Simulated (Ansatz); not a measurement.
# Ag+ with Cl₂: superposition error and deformation, part 1 of 2

How much of this pair's binding is borrowed basis, and how much do the fragments pay to take the shapes they have in the pair?

The runs use Ansatz 0.2.0, Gaussian basis; PBE0-D4 structures, single points in def2-TZVPPD.

Levels: PBE-D4, revPBE-D4, BLYP-D4, r2SCAN-D4, B97M-V, PBE0-D4, B3LYP-D4, HSE06-D4, wB97X-V, wB97M-V, B2PLYP, Hartree-Fock, MP2, CCSD, CCSD(T).

Cores are frozen in the correlated methods. Filled d shells of the heavier atoms are correlated. Core potentials replace the inner electrons past krypton, and spin-orbit coupling is left out. B3LYP uses VWN-RPA correlation. B2PLYP carries no dispersion term here.

129 further runs of the same task are left out: 129 set aside as unsound or not needed.

## Step 1: The starting structure

The relaxed pair: 3 atoms, charge 1, spin multiplicity 1.

Atoms are counted from 1 here; the program's logs count them from 0.

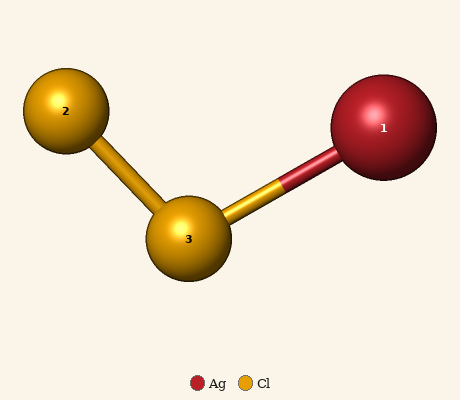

The starting geometry (silver red, chlorine amber); atoms are numbered from 1 in the order of the file.

Geometry (Å):

```xyz
3
AgCl2
Ag    0.05481   -0.05122   -1.94704
Cl   -0.64810    0.60625    1.48778
Cl    0.59339   -0.55503    0.45925
```

Atoms 1 to 1 are fragment A (Ag+), the rest fragment B (Cl₂). From earlier runs, pair energy (eV) and counterpoise interaction (kJ/mol):

| method | E(pair) | interaction |
| --- | --- | --- |
| PBE-D4 | -29027.77414 | -96.68 |
| revPBE-D4 | -29034.85399 | -85.88 |
| BLYP-D4 | -29036.78411 | -95.46 |
| r2SCAN-D4 | -29037.07886 | -92.93 |
| B97M-V | -29030.64549 | -84.04 |
| PBE0-D4 | -29029.29819 | -79.49 |
| B3LYP-D4 | -29039.85261 | -82.89 |
| HSE06-D4 | -29028.86568 | -79.47 |
| wB97X-V | -29033.11894 | -70.48 |
| wB97M-V | -29034.72711 | -71.16 |
| B2PLYP | -29028.22374 | -69.51 |
| MP2 | -29004.37422 | -65.06 |
| CCSD(T) | -29005.45707 | -59.18 |

First each fragment is run alone in its own basis, frozen in the shape it has in the pair (a, b).

## Step 2: wB97X-V/def2-TZVPPD

The input, a/in.yaml:

```yaml
crystal:
  periodic: [false, false, false]
  atoms:
    - {symbol: Ag, position_ang: [0.054806, -0.051218, -1.947035]}
basis:
  gaussian: {orbitals: "def2-TZVPPD.json"}
total_charge: 1
hamiltonian: {xc: {name: wB97X-V}}
```

The input, b/in.yaml:

```yaml
crystal:
  periodic: [false, false, false]
  atoms:
    - {symbol: Cl, position_ang: [-0.648096, 0.606252, 1.487784]}
    - {symbol: Cl, position_ang: [0.593389, -0.555034, 0.459251]}
basis:
  gaussian: {orbitals: "def2-TZVPPD.json"}
hamiltonian: {xc: {name: wB97X-V}}
```

The basis file named in the input lies beside it (Basis Set Exchange, JSON).

The same command starts each run, in its folder.

Command:

```bash
> ansatz run in.yaml --threads 2 --pin off --events-out ev --progress --plain --max-ram 5222MiB
```

Log of a:

```text
Functional definition: wB97X-V
  name "wB97X-V"
  cite "Mardirossian & Head-Gordon, Phys. Chem. Chem. Phys. 16, 9904 (2014) doi:10.1039/C3CP54374A"
  cite "Becke, J. Chem. Phys. 107, 8554 (1997) doi:10.1063/1.475007"
  cite "Vydrov & Van Voorhis, J. Chem. Phys. 133, 244103 (2010) doi:10.1063/1.3521275"
  parameter omega = 0.3/bohr
  parameter cx = 0.167
  parameter cx1 = 0.603
  parameter cx2 = 1.194
  parameter css0 = 0.556
  parameter css1 = -0.257
  parameter cos0 = 1.219
  parameter cos1 = -1.850
  parameter b = 6.0
  parameter c = 0.01
  exchange = spin_sum(e_x_unif_sr(omega)*poly(b97_u_x, 1 - cx, cx1, cx2)) + cx*exact_x_sr(omega) + exact_x_lr(omega)
  correlation = spin_sum(e_c_pw_same_spin*poly(b97_u_same, css0, css1))
      + integral(e_c_pw_opposite_spin*poly(b97_u_opposite, cos0, cos1)) + vv10(b, c)
362 factors; their error is unknown
69 factors; integrals over basis functions are off by at most 2.3e-5 eV
mean field evaluation 1: about -3982.2798 eV, gradient 8.4e1 eV
mean field evaluation 2: about -3981.8097 eV, gradient 9.2e1 eV
mean field evaluation 4: about -3990.9912 eV, gradient 3.4e-1 eV
mean field evaluation 8: about -3991.0098 eV, gradient 1.8e-4 eV
mean field -3991.00975581 eV, -146.6669033224 hartree, gradient 1.9e-5 eV, S^2 0.000000; 0 other end points of the search recorded, 0 dependent functions left out
reference -3991.00975513 eV, -146.6669032973 hartree; 9, 9 occupied and 47, 47 virtual orbitals, 362 factors
Total energy: -3991.00975513 eV, -146.6669032973 hartree
```

Log of b (excerpt; [...] marks lines left out):

```text
[... 5 set-up lines as earlier in the session ...]
[...]
      + integral(e_c_pw_opposite_spin*poly(b97_u_opposite, cos0, cos1)) + vv10(b, c)
654 factors; their error is unknown
114 factors; integrals over basis functions are off by at most 7.8e-5 eV
[...]
mean field -25041.37316453 eV, -920.2534901442 hartree, gradient 2.2e-5 eV, S^2 0.000000; 0 other end points of the search recorded, 0 dependent functions left out
reference -25041.37316199 eV, -920.2534900508 hartree; 17, 17 occupied and 85, 85 virtual orbitals, 654 factors
Total energy: -25041.37316199 eV, -920.2534900508 hartree
```

Wall times: 0.55 s (a), 1.1 s (b) on 2 threads of Intel Xeon Platinum 8488C, shared host.

## Step 3: wB97M-V/def2-TZVPPD

The same edit goes into each in.yaml of step 2 (a, b):

```diff
-hamiltonian: {xc: {name: wB97X-V}}
+hamiltonian: {xc: {name: wB97M-V}}
```

The same command starts each run, in its folder.

Command:

```bash
> ansatz run in.yaml --threads 2 --pin off --events-out ev --progress --plain --max-ram 5222MiB
```

Output in a (excerpt; [...] marks lines left out):

```text
Functional definition: wB97M-V
  name "wB97M-V"
  cite "Mardirossian & Head-Gordon, J. Chem. Phys. 144, 214110 (2016) doi:10.1063/1.4952647"
[... 2 set-up lines as earlier in the session ...]
  # Of w^i u^j: cxij and so on, Table III.
[...]
  gx(w, u) = 1 - cx + cx01*u + cx10*w
  gss(w, u) = css00 + css04*u^4 + css10*w + css20*w^2 + css43*w^4*u^3
  gos(w, u) = cos00 + cos10*w + (cos20 + cos21*u)*w^2 + (cos60 + cos61*u)*w^6
[...]
      + integral(e_c_pw_mod_opposite_spin*gos(b97_w_opposite, b97_u_opposite)) + vv10(b, c)
357 factors; their error is unknown
69 factors; integrals over basis functions are off by at most 2.3e-5 eV
[...]
mean field -3990.02301799 eV, -146.6306413764 hartree, gradient 1.8e-5 eV, S^2 0.000000; 0 other end points of the search recorded, 0 dependent functions left out
reference -3990.02303441 eV, -146.6306419796 hartree; 9, 9 occupied and 47, 47 virtual orbitals, 357 factors
Total energy: -3990.02303441 eV, -146.6306419796 hartree
```

Log of b (excerpt; [...] marks lines left out):

```text
[... 5 set-up lines as earlier in the session ...]
  # Of w^i u^j: cxij and so on, Table III.
[...]
  gx(w, u) = 1 - cx + cx01*u + cx10*w
  gss(w, u) = css00 + css04*u^4 + css10*w + css20*w^2 + css43*w^4*u^3
  gos(w, u) = cos00 + cos10*w + (cos20 + cos21*u)*w^2 + (cos60 + cos61*u)*w^6
[...]
      + integral(e_c_pw_mod_opposite_spin*gos(b97_w_opposite, b97_u_opposite)) + vv10(b, c)
654 factors; their error is unknown
114 factors; integrals over basis functions are off by at most 7.8e-5 eV
[...]
mean field -25043.96099458 eV, -920.3485911444 hartree, gradient 1.7e-5 eV, S^2 0.000000; 0 other end points of the search recorded, 0 dependent functions left out
reference -25043.96106104 eV, -920.3485935868 hartree; 17, 17 occupied and 85, 85 virtual orbitals, 654 factors
Total energy: -25043.96106104 eV, -920.3485935868 hartree
```

They took 0.7 s (a), 1.2 s (b) on 2 threads of Intel Xeon Platinum 8488C, shared host.

## Step 4: B2PLYP/def2-TZVPPD

The same edit goes into each in.yaml of step 3 (a, b):

```diff
-hamiltonian: {xc: {name: wB97M-V}}
+hamiltonian: {xc: {name: B2PLYP}}
```

Each run has its own folder and the same command.

Command:

```bash
> ansatz run in.yaml --threads 2 --pin off --events-out ev --progress --plain --max-ram 5222MiB
```

a printed:

```text
Functional definition: B2PLYP
  name "B2PLYP"
  cite "Grimme, J. Chem. Phys. 124, 034108 (2006) doi:10.1063/1.2148954"
  cite "Becke, Phys. Rev. A 38, 3098 (1988) doi:10.1103/PhysRevA.38.3098"
  cite "Lee, Yang & Parr, Phys. Rev. B 37, 785 (1988) doi:10.1103/PhysRevB.37.785"
  parameter a = 0.53
  parameter c = 0.27
  exchange = (1 - a)*b88_x + a*exact_x
  correlation = (1 - c)*lyp_c + c*(mp2_os + mp2_ss)
395 factors; integrals over basis functions are off by at most 2.0e-4 eV
mean field evaluation 1: about -3975.9144 eV, gradient 8.2e1 eV
mean field evaluation 2: about -3975.9140 eV, gradient 8.2e1 eV
mean field evaluation 4: about -3984.2346 eV, gradient 8.3e-1 eV
mean field evaluation 8: about -3984.2332 eV, gradient 1.1e-2 eV
mean field -3984.23320043 eV, -146.4178695057 hartree, gradient 5.3e-6 eV, S^2 0.000000; 0 other end points of the search recorded, 0 dependent functions left out
reference -3984.23326793 eV, -146.4178719862 hartree; 9, 9 occupied and 47, 47 virtual orbitals, 395 factors
second order -18.96427897 eV of doubles, -0.00000000 eV of singles
Total energy: -3989.35362325 eV, -146.6060415735 hartree
```

b printed (excerpt; [...] marks lines left out):

```text
[... 5 set-up lines as earlier in the session ...]
[...]
597 factors; integrals over basis functions are off by at most 9.7e-4 eV
[...]
mean field -25034.68735139 eV, -920.0077910429 hartree, gradient 3.2e-7 eV, S^2 0.000000; 0 other end points of the search recorded, 0 dependent functions left out
10 core orbitals not correlated: weight in the atoms' cores, before any rotation towards them, 1.000 or more for the frozen orbitals, at most 0.000 for the correlated occupied ones
reference -25034.68749244 eV, -920.0077962267 hartree; 7, 7 occupied and 85, 85 virtual orbitals, 597 factors
second order -12.73025309 eV of doubles, -0.00000000 eV of singles
Total energy: -25038.12466078 eV, -920.1341098332 hartree
```

Wall times: 0.5 s (a), 0.8 s (b) on 2 threads of Intel Xeon Platinum 8488C, shared host.

## Step 5: B97M-V/def2-TZVPPD

Each input of step 4 (a, b) changes in the same lines:

```diff
-hamiltonian: {xc: {name: B2PLYP}}
+hamiltonian: {xc: {name: B97M-V}}
```

The same command starts each run, in its folder.

Command:

```bash
> ansatz run in.yaml --threads 2 --pin off --events-out ev --progress --plain --max-ram 5222MiB
```

a printed (excerpt; [...] marks lines left out):

```text
Functional definition: B97M-V
  name "B97M-V"
  cite "Mardirossian & Head-Gordon, J. Chem. Phys. 142, 074111 (2015) doi:10.1063/1.4907719"
[... 2 set-up lines as earlier in the session ...]
  # Of w^i u^j: cxij and so on, Table III.
[...]
  gx(w, u) = cx00 + cx01*u + cx02*u^2 + (cx10 + cx11*u)*w
  gss(w, u) = css00 + css02*u^2 + css10*w + (css32*w^3 + css42*w^4)*u^2
  gos(w, u) = cos00 + cos01*u + cos03*u^3 + cos10*w + cos32*w^3*u^2
[...]
      + integral(e_c_pw_mod_opposite_spin*gos(b97_w_opposite, b97_u_opposite)) + vv10(b, c)
344 factors; their error is unknown
[...]
mean field -3991.21138221 eV, -146.6743129561 hartree, gradient 4.7e-6 eV, S^2 0.000000; 0 other end points of the search recorded, 0 dependent functions left out
reference -3991.21140216 eV, -146.6743136891 hartree; 9, 9 occupied and 47, 47 virtual orbitals, 344 factors
Total energy: -3991.21140216 eV, -146.6743136891 hartree
```

Log of b (excerpt; [...] marks lines left out):

```text
[... 5 set-up lines as earlier in the session ...]
  # Of w^i u^j: cxij and so on, Table III.
[...]
  gx(w, u) = cx00 + cx01*u + cx02*u^2 + (cx10 + cx11*u)*w
  gss(w, u) = css00 + css02*u^2 + css10*w + (css32*w^3 + css42*w^4)*u^2
  gos(w, u) = cos00 + cos01*u + cos03*u^3 + cos10*w + cos32*w^3*u^2
[...]
      + integral(e_c_pw_mod_opposite_spin*gos(b97_w_opposite, b97_u_opposite)) + vv10(b, c)
648 factors; their error is unknown
[...]
mean field -25038.55718713 eV, -920.1500048834 hartree, gradient 1.7e-5 eV, S^2 0.000000; 0 other end points of the search recorded, 0 dependent functions left out
reference -25038.55726699 eV, -920.1500078181 hartree; 17, 17 occupied and 85, 85 virtual orbitals, 648 factors
Total energy: -25038.55726699 eV, -920.1500078181 hartree
```

Times: 0.6 s (a), 1 s (b) on 2 threads of Intel Xeon Platinum 8488C, shared host.

## Step 6: CCSD(T)/def2-TZVPPD

The same edit goes into each in.yaml of step 5 (a, b):

```diff
-hamiltonian: {xc: {name: B97M-V}}
+correlation: {method: ccsd_t}
```

The same command starts each run, in its folder.

Command:

```bash
> ansatz run in.yaml --threads 2 --pin off --events-out ev --progress --plain --max-ram 5222MiB
```

Log of a (excerpt; [...] marks lines left out):

```text
Functional definition: HF
  name "HF"
  cite "Fock, Z. Phys. 61, 126 (1930) doi:10.1007/BF01340294"
  parent pbe
[...]
395 factors; integrals over basis functions are off by at most 2.0e-4 eV
[...]
mean field -3969.68647865 eV, -145.8832873401 hartree, gradient 2.5e-7 eV, S^2 0.000000; 0 other end points of the search recorded, 0 dependent functions left out
reference -3969.68647865 eV, -145.8832873401 hartree; 9, 9 occupied and 47, 47 virtual orbitals, 395 factors
second order -16.71325402 eV of doubles, -0.00000000 eV of singles
cycle   1  -15.76527861 eV  change    9.5e-1 eV  update   5.8e-2
[...]
cycle   6  -16.05026459 eV  change   -5.5e-6 eV  update   2.0e-5
perturbative correction -0.39627891 eV, -0.0145629814 hartree
Total energy: -3986.13302214 eV, -146.4876866657 hartree
```

b printed (excerpt; [...] marks lines left out):

```text
[... 4 set-up lines as earlier in the session ...]
[...]
597 factors; integrals over basis functions are off by at most 9.7e-4 eV
[...]
mean field -25006.84172732 eV, -918.9844832327 hartree, gradient 2.3e-6 eV, S^2 0.000000; 0 other end points of the search recorded, 0 dependent functions left out
10 core orbitals not correlated: weight in the atoms' cores, before any rotation towards them, 1.000 or more for the frozen orbitals, at most 0.000 for the correlated occupied ones
reference -25006.84172732 eV, -918.9844832327 hartree; 7, 7 occupied and 85, 85 virtual orbitals, 597 factors
second order -10.39375655 eV of doubles, -0.00000000 eV of singles
cycle   1  -10.99009278 eV  change   -6.0e-1 eV  update   6.3e-2
[...]
cycle   9  -11.29582615 eV  change   -8.2e-7 eV  update   5.0e-6
perturbative correction -0.50397129 eV, -0.0185206034 hartree
Total energy: -25018.64152475 eV, -919.4181177904 hartree
```

They took 0.4 s (a), 1.1 s (b) on 2 threads of Intel Xeon Platinum 8488C, shared host.

## Step 7: Relaxing Cl₂ alone

The input, relax-b/in.yaml:

```yaml
crystal:
  periodic: [false, false, false]
  atoms:
    - {symbol: Cl, position_ang: [-0.648096, 0.606252, 1.487784]}
    - {symbol: Cl, position_ang: [0.593389, -0.555034, 0.459251]}
basis:
  gaussian: {orbitals: def2-TZVP}
hamiltonian: {xc: pbe0, dispersion: d4}
relax: {f_tol: 0.005, max_steps: 200}
```

Command:

```bash
> ansatz run in.yaml --threads 2 --pin off --events-out ev --progress --plain --max-ram 5222MiB
```

The program printed (excerpt; [...] marks lines left out):

```text
Functional definition: PBE0
  name "PBE0"
  cite "Adamo & Barone, J. Chem. Phys. 110, 6158 (1999) doi:10.1063/1.478522"
  cite "Perdew, Burke & Ernzerhof, Phys. Rev. Lett. 77, 3865 (1996) doi:10.1103/PhysRevLett.77.3865"
[... 1 set-up line as earlier in the session ...]
[...]
536 factors; their error is unknown
[...]
mean field -25036.90760278 eV, -920.0893837766 hartree, gradient 3.6e-6 eV, S^2 0.000000; 0 other end points of the search recorded, 0 dependent functions left out
[...]
reference -25036.90762194 eV, -920.0893844808 hartree; 17, 17 occupied and 57, 57 virtual orbitals, 536 factors
relax step   1: F+E_penalty+E_count = -25036.93259315 eV  Δ(F+E_penalty+E_count) = +0.000e0 eV  max|allowed force component| = 5.974e-2 eV/Å  Δτ_max = 0.0000 Å  (24 SCF iters, accepted)
[...]
relax step   2: F+E_penalty+E_count = -25036.93280841 eV  Δ(F+E_penalty+E_count) = -2.153e-4 eV  max|allowed force component| = 6.284e-4 eV/Å  Δτ_max = 0.0022 Å  (25 SCF iters, accepted)
536 factors; their error is unknown
[...]
mean field -25036.90781479 eV, -920.0893915680 hartree, gradient 8.2e-5 eV, S^2 0.000000; 1 other end points of the search recorded, 0 dependent functions left out
[...]
reference -25036.90783395 eV, -920.0893922720 hartree; 17, 17 occupied and 57, 57 virtual orbitals, 536 factors
Total energy: -25036.93282757 eV, -920.0903107704 hartree
Atom 0 at    -0.646709     0.604954     1.486635 Å, force     0.000628    -0.000588    -0.000521 eV/Å
Atom 1 at     0.592002    -0.553736     0.460400 Å, force    -0.000628     0.000588     0.000521 eV/Å
Dipole moment:    -0.000000     0.000000     0.000000 e Å
```

It took 0.95 s on 2 threads of Intel Xeon Platinum 8488C, shared host.

Step by step:

```csv
step,energy from step 1 (eV),largest force component (eV/Å)
1,0.0000,0.0597
2,-0.0002,0.0006
```

The bond:

```
   bond  before (Å)  after (Å)  change (Å)
Cl1–Cl2       1.987      1.982      -0.004
```

## Step 8: PBE-D4/def2-TZVPPD

The input, free-b/in.yaml:

```yaml
crystal:
  periodic: [false, false, false]
  atoms:
    - {symbol: Cl, position_ang: [-0.646709, 0.604954, 1.486635]}
    - {symbol: Cl, position_ang: [0.592002, -0.553736, 0.460400]}
basis:
  gaussian: {orbitals: "def2-TZVPPD.json"}
hamiltonian: {xc: pbe, dispersion: d4}
```

Command:

```bash
> ansatz run in.yaml --threads 2 --pin off --events-out ev --progress --plain --max-ram 5222MiB
```

The program printed:

```text
Functional definition: PBE
  name "PBE"
[... 2 set-up lines as earlier in the session ...]
  parameter kappa = 0.804
  parameter beta = 0.06672455060314922
  exchange = pbe_x(kappa = kappa, mu = beta*pi^2/3)
  correlation = pbe_c(beta = beta)
648 factors; their error is unknown
mean field evaluation 1: about -25034.9750 eV, gradient 8.5e0 eV
mean field evaluation 2: about -25035.0635 eV, gradient 5.6e0 eV
mean field evaluation 4: about -25035.1178 eV, gradient 4.5e-1 eV
mean field evaluation 8: about -25035.1067 eV, gradient 6.5e-4 eV
mean field -25035.10667045 eV, -920.0232007343 hartree, gradient 4.2e-5 eV, S^2 0.000000; 0 other end points of the search recorded, 0 dependent functions left out
reference -25035.10672585 eV, -920.0232027703 hartree; 17, 17 occupied and 85, 85 virtual orbitals, 648 factors
Total energy: -25035.13702224 eV, -920.0243161419 hartree
```

Run time: 0.35 s. Hardware: 2 threads of Intel Xeon Platinum 8488C, shared host.

## Step 9: r2SCAN-D4/def2-TZVPPD

free-b/in.yaml: that of step 8 with these lines changed.

```diff
@@ -7,2 +7,2 @@
   gaussian: {orbitals: "def2-TZVPPD.json"}
-hamiltonian: {xc: pbe, dispersion: d4}
+hamiltonian: {xc: r2scan, dispersion: d4}
```

Command:

```bash
> ansatz run in.yaml --threads 2 --pin off --events-out ev --progress --plain --max-ram 5222MiB
```

The program printed:

```text
Functional definition: r2SCAN
  name "r2SCAN"
  cite "Furness, Kaplan, Ning, Perdew & Sun, J. Phys. Chem. Lett. 11, 8208 (2020) doi:10.1021/acs.jpclett.0c02405"
  cite "Furness, Kaplan, Ning, Perdew & Sun, J. Phys. Chem. Lett. 11, 9248 (2020) doi:10.1021/acs.jpclett.0c03077"
  parent r2scan
  parameter k0 = 0.174
  parameter k1 = 0.065
  parameter a1 = 4.9479
  exchange = r2scan_x(k0 = k0, k1 = k1, a1 = a1)
  correlation = r2scan_c
648 factors; their error is unknown
mean field evaluation 1: about -25043.3693 eV, gradient 7.6e0 eV
mean field evaluation 2: about -25043.4394 eV, gradient 3.6e0 eV
mean field evaluation 4: about -25043.4569 eV, gradient 1.2e-1 eV
mean field evaluation 8: about -25043.4468 eV, gradient 5.5e-3 eV
mean field -25043.44681669 eV, -920.3296954555 hartree, gradient 9.2e-6 eV, S^2 0.000000; 0 other end points of the search recorded, 0 dependent functions left out
reference -25043.44683481 eV, -920.3296961213 hartree; 17, 17 occupied and 85, 85 virtual orbitals, 648 factors
Total energy: -25043.45286999 eV, -920.3299179100 hartree
```

Wall time 0.7 s (2 threads of Intel Xeon Platinum 8488C, shared host).

## Step 10: PBE0-D4/def2-TZVPPD

free-b/in.yaml: that of step 9 with these lines changed.

```diff
@@ -7,2 +7,3 @@
   gaussian: {orbitals: "def2-TZVPPD.json"}
-hamiltonian: {xc: r2scan, dispersion: d4}
+hamiltonian: {xc: pbe0, dispersion: d4}
+output: {orbitals: {seedname: orbitals}}
```

Command:

```bash
> ansatz run in.yaml --threads 2 --pin off --events-out ev --progress --plain --max-ram 5222MiB
```

The program printed (excerpt; [...] marks lines left out):

```text
[... 5 set-up lines as earlier in the session ...]
  parameter a = 0.25
[... 2 set-up lines as earlier in the session ...]
  exchange = (1 - a)*pbe_x(kappa = kappa, mu = beta*pi^2/3) + a*exact_x
[... 1 set-up line as earlier in the session ...]
668 factors; their error is unknown
mean field evaluation 1: about -25036.7724 eV, gradient 8.5e0 eV
mean field evaluation 2: about -25036.8492 eV, gradient 4.9e0 eV
mean field evaluation 4: about -25036.8843 eV, gradient 2.7e-1 eV
mean field evaluation 8: about -25036.9562 eV, gradient 1.9e-4 eV
mean field -25036.95618631 eV, -920.0911691884 hartree, gradient 6.6e-5 eV, S^2 0.000000; 0 other end points of the search recorded, 0 dependent functions left out
reference -25036.95622539 eV, -920.0911706248 hartree; 17, 17 occupied and 85, 85 virtual orbitals, 668 factors
Total energy: -25036.98121901 eV, -920.0920891233 hartree
```

It took 0.45 s on 2 threads of Intel Xeon Platinum 8488C, shared host.

## Step 11: B3LYP-D4/def2-TZVPPD

free-b/in.yaml: that of step 10 with these lines changed.

```diff
@@ -7,3 +7,2 @@
   gaussian: {orbitals: "def2-TZVPPD.json"}
-hamiltonian: {xc: pbe0, dispersion: d4}
-output: {orbitals: {seedname: orbitals}}
+hamiltonian: {xc: {name: B3LYP}, dispersion: d4}
```

Command:

```bash
> ansatz run in.yaml --threads 2 --pin off --events-out ev --progress --plain --max-ram 5222MiB
```

The program printed:

```text
Functional definition: B3LYP
  name "B3LYP"
  cite "Stephens, Devlin, Chabalowski & Frisch, J. Phys. Chem. 98, 11623 (1994) doi:10.1021/j100096a001"
[... 2 set-up lines as earlier in the session ...]
  cite "Vosko, Wilk & Nusair, Can. J. Phys. 58, 1200 (1980) doi:10.1139/p80-159"
  parameter a0 = 0.2
  parameter ax = 0.72
  parameter ac = 0.81
  exchange = (1 - a0 - ax)*slater_x + ax*b88_x + a0*exact_x
  correlation = (1 - ac)*vwn_rpa_c + ac*lyp_c
668 factors; their error is unknown
mean field evaluation 1: about -25045.8288 eV, gradient 8.7e0 eV
mean field evaluation 2: about -25045.9128 eV, gradient 5.2e0 eV
mean field evaluation 4: about -25045.9500 eV, gradient 4.1e-1 eV
mean field evaluation 8: about -25046.0046 eV, gradient 6.6e-4 eV
mean field -25046.00462105 eV, -920.4236930318 hartree, gradient 3.6e-6 eV, S^2 0.000000; 0 other end points of the search recorded, 0 dependent functions left out
reference -25046.00484940 eV, -920.4237014237 hartree; 17, 17 occupied and 85, 85 virtual orbitals, 668 factors
Total energy: -25046.05545572 eV, -920.4255611716 hartree
```

It took 0.55 s on 2 threads of Intel Xeon Platinum 8488C, shared host.

(Continued in part 2 of 2.)
